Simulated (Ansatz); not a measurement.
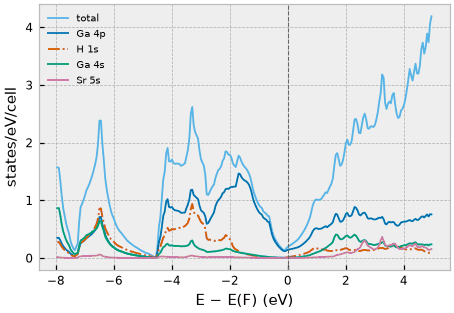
Figure. Total and projected density of states of SrGa2H2 in space group P-3m1 (No. 164; Ga on 2d, H on 2d, Sr on 1a), the program Ansatz at the PBEsol level (PAW)

Question: Which orbitals carry the states next to the Fermi level?

Answer: Within 0.5 eV of the Fermi level: Ga 4p 71 %, H 1s 8 %, outside the projected shells 16 %. Projections are on Löwdin-orthogonalised atomic valence shells; empty p or d shells of many metals are not among them.

Question: Where is the tallest occupied peak in this window, and what makes it?

Answer: Near -3.3 eV, about 2.6 states/eV per cell; the largest projected share is Ga 4p.

The workflow started from an entry of the Crystallography Open Database (COD). Whether it is the stable phase at ambient conditions was not checked. The PBEsol relaxation kept the symmetry of its start; of distortions, only those at the zone centre were tested. Scalar-relativistic: spin–orbit coupling is off unless named, which matters more the heavier the elements.

Potentials: the later of the program's two PAW sets.
